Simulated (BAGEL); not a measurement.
# BH3S2O (SMILES OB(S)S): B3LYP/6-31G(d) (density fitting with qzvpp-jkfit, spherical functions)

Aim: the energy change on altering one bond length of BH3S2O at B3LYP/6-31G* (density fitting with qzvpp-jkfit, spherical functions), from 2 runs. 

Program for the calculation: BAGEL 1.2.2.

1 further run of the same task is left out (set aside as unsound or not needed). Runs told in other sessions of the task aren't counted.

## 1. The structure to begin with

The species is BH3S2O (7 atoms), meant as a singlet with charge 0. As SMILES, `OB(S)S`. Geometry: relaxed at PBE0-D4/def2-TZVP. This is one conformer, not always the lowest.

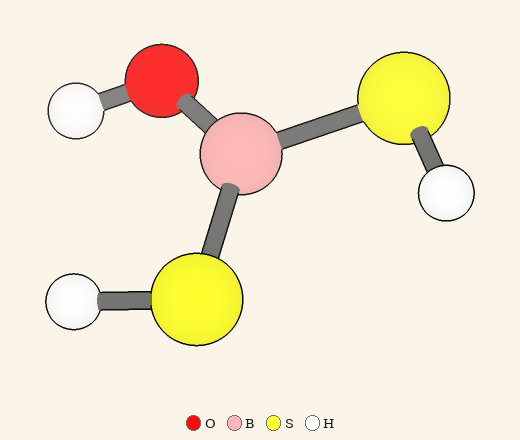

Viewed from a chosen angle; oxygen red, boron pink, sulfur yellow, hydrogen white.

## 2. A single-point energy at B3LYP/6-31G(d) (density fitting with qzvpp-jkfit, spherical functions)

File input.json:

```json
{ "bagel" : [

{
  "title" : "molecule",
  "basis" : "6-31gs.json",
  "df_basis" : "qzvpp-jkfit",
  "angstrom" : "true",
  "geometry" : [
    { "atom" : "O", "xyz" : [      -1.258000,       0.682600,       0.409800 ] },
    { "atom" : "B", "xyz" : [      -0.068200,       0.046200,       0.279300 ] },
    { "atom" : "S", "xyz" : [       0.797400,      -0.326900,       1.829100 ] },
    { "atom" : "S", "xyz" : [       0.697600,      -0.445200,      -1.298000 ] },
    { "atom" : "H", "xyz" : [      -1.708400,       0.874500,      -0.414600 ] },
    { "atom" : "H", "xyz" : [       1.861600,      -0.919300,       1.266500 ] },
    { "atom" : "H", "xyz" : [      -0.260700,       0.020100,      -2.117700 ] }
  ]
},

{
  "title" : "ks",
  "xc_func" : "b3lyp"
},

{
  "title" : "print",
  "file" : "orbitals.molden",
  "orbitals" : "true"
}

]}
```

The basis set 6-31G* is read from a file made from the Basis Set Exchange's data (not shown).

Launch:

```sh
$ BAGEL_NUM_THREADS=1 BAGEL input.json > input.out
```

Log:

```text
* using 1 threads per process

  ===============================================================
  ===============================================================

  *** Geometry ***

  { "atom" : "O", "xyz" : [     -2.377275,      1.289927,      0.774410 ] },
  { "atom" : "B", "xyz" : [     -0.128879,      0.087305,      0.527801 ] },
  { "atom" : "S", "xyz" : [      1.506868,     -0.617751,      3.456498 ] },
  { "atom" : "S", "xyz" : [      1.318273,     -0.841306,     -2.452865 ] },
  { "atom" : "H", "xyz" : [     -3.228408,      1.652565,     -0.783480 ] },
  { "atom" : "H", "xyz" : [      3.517914,     -1.737225,      2.393338 ] },
  { "atom" : "H", "xyz" : [     -0.492652,      0.037983,     -4.001873 ] },

  Number of auxiliary basis functions:      462

  Since a DF basis is specified, we compute 2- and 3-index integrals:
    o Being stored without compression. Storage requirement is 0.018 GB

  Number of basis functions:       70
  Number of electrons      :       48

    * METHOD: MOLECULE                             0.19

  *** Kohn-Sham DFT ***

    * Removing 12502 points whose weight is below 1.00e-10
    * Grid points: 91840

  === Nuclear Repulsion ===
   188.6229054300

       - DIIS with orbital gradients will be used.

  === KS iteration (b3lyp / 6-31gs.json) ===
      0       -881.24010381          0.13686635           0.26
      1       -886.33499916          0.11066100           0.26
      2       -879.72781697          0.17459678           0.27
      3       -896.22288576          0.06678916           0.25
      4       -897.85896543          0.03879828           0.26
      5       -898.28490568          0.01245987           0.26
      6       -898.31889560          0.00747558           0.26
      7       -898.34906051          0.00139725           0.26
      8       -898.35000387          0.00025276           0.25
      9       -898.35003632          0.00008835           0.25
     10       -898.35004126          0.00002094           0.26
     11       -898.35004154          0.00000794           0.25
     12       -898.35004157          0.00000331           0.26
     13       -898.35004157          0.00000195           0.26
     14       -898.35004158          0.00000040           0.24
     15       -898.35004158          0.00000010           0.27
     16       -898.35004158          0.00000004           0.26
     17       -898.35004158          0.00000001           0.27
    * SCF iteration converged.

    * Permanent dipole moment:
           (    0.432824,    -0.180231,     0.898879) a.u.

    * METHOD: KS                                   4.98

    * METHOD: PRINT                                0.01

  ===============================================================
```

Run time: 5.4 s. Hardware: 1 thread of Arm Neoverse V2, shared host; peak memory 0.34 GiB.

## 3. The distorted shape, same level

File input.json:

```json
{ "bagel": [

{
  "title": "molecule",
  "basis": "6-31gs.json",
  "df_basis": "qzvpp-jkfit",
  "angstrom": true,
  "geometry": [
    { "atom": "O", "xyz": [   -1.122859,    0.625021,    0.657158 ] },
    { "atom": "B", "xyz": [    0.066941,   -0.011379,    0.526658 ] },
    { "atom": "S", "xyz": [    0.932541,   -0.384479,    2.076458 ] },
    { "atom": "S", "xyz": [    0.832741,   -0.502779,   -1.050642 ] },
    { "atom": "H", "xyz": [   -1.708400,    0.874500,   -0.414600 ] },
    { "atom": "H", "xyz": [    1.996741,   -0.976879,    1.513858 ] },
    { "atom": "H", "xyz": [   -0.125559,   -0.037479,   -1.870342 ] }
  ]
},
{ "title": "ks", "xc_func": "b3lyp" },
{ "title": "print", "file": "orbitals.molden", "orbitals": true }

]}
```

The basis set 6-31G* is read from a file made from the Basis Set Exchange's data (not shown).

Launch:

```sh
$ BAGEL_NUM_THREADS=1 BAGEL input.json > input.out
```

Log:

```text
* using 1 threads per process

  ===============================================================
  ===============================================================

  *** Geometry ***

  { "atom" : "O", "xyz" : [     -2.121896,      1.181119,      1.241849 ] },
  { "atom" : "B", "xyz" : [      0.126500,     -0.021503,      0.995239 ] },
  { "atom" : "S", "xyz" : [      1.762247,     -0.726560,      3.923937 ] },
  { "atom" : "S", "xyz" : [      1.573652,     -0.950115,     -1.985426 ] },
  { "atom" : "H", "xyz" : [     -3.228408,      1.652565,     -0.783480 ] },
  { "atom" : "H", "xyz" : [      3.773294,     -1.846034,      2.860777 ] },
  { "atom" : "H", "xyz" : [     -0.237272,     -0.070825,     -3.534434 ] },

  Number of auxiliary basis functions:      462

  Since a DF basis is specified, we compute 2- and 3-index integrals:
    o Being stored without compression. Storage requirement is 0.018 GB

  Number of basis functions:       70
  Number of electrons      :       48

    * METHOD: MOLECULE                             0.19

  *** Kohn-Sham DFT ***

    * Removing 12169 points whose weight is below 1.00e-10
    * Grid points: 92173

  === Nuclear Repulsion ===
   187.2175550439

       - DIIS with orbital gradients will be used.

  === KS iteration (b3lyp / 6-31gs.json) ===
      0       -881.28013005          0.13432172           0.28
      1       -886.33913115          0.10951188           0.28
      2       -880.22762482          0.17027099           0.28
      3       -895.99672017          0.06682413           0.27
      4       -897.74321030          0.04176879           0.27
      5       -898.23411682          0.01328285           0.29
      6       -898.27500295          0.00893803           0.27
      7       -898.30918582          0.00140852           0.28
      8       -898.31003988          0.00035911           0.27
      9       -898.31004702          0.00030285           0.25
     10       -898.31010143          0.00001837           0.27
     11       -898.31010156          0.00001196           0.28
     12       -898.31010163          0.00000751           0.26
     13       -898.31010166          0.00000222           0.27
     14       -898.31010166          0.00000085           0.27
     15       -898.31010166          0.00000010           0.28
     16       -898.31010166          0.00000004           0.28
     17       -898.31010166          0.00000001           0.27
     18       -898.31010166          0.00000000           0.28
    * SCF iteration converged.

    * Permanent dipole moment:
           (    0.468620,    -0.196825,     0.939324) a.u.

    * METHOD: KS                                   5.57

    * METHOD: PRINT                                0.01

  ===============================================================
```

Run time: 6 s. Hardware: 1 thread of Arm Neoverse V2, shared host; peak memory 0.34 GiB.

## 4. Results

At B3LYP/6-31G* (density fitting with qzvpp-jkfit, spherical functions):

| quantity | value |
| --- | --- |
| first shape: total energy | -898.35004 Eh |
| first shape: dipole moment | 2.58 D |
| first shape: HOMO energy | -7.04 eV |
| first shape: LUMO energy | 0.04 eV |
| first shape: HOMO–LUMO gap | 7.07 eV |
| distorted shape: total energy | -898.31010 Eh |
| distorted shape: dipole moment | 2.71 D |
| distorted shape: HOMO energy | -7.03 eV |
| distorted shape: LUMO energy | -1.42 eV |
| distorted shape: HOMO–LUMO gap | 5.60 eV |
| energy change with the O1–H5 bond stretched from 0.959 to 1.247 Å | 1.087 eV |

In words: With the O1–H5 bond stretched from 0.959 to 1.247 Å the energy rises by 1.09 eV (25 kcal/mol). The first shape isn't relaxed at this level, so the change isn't measured from a minimum.
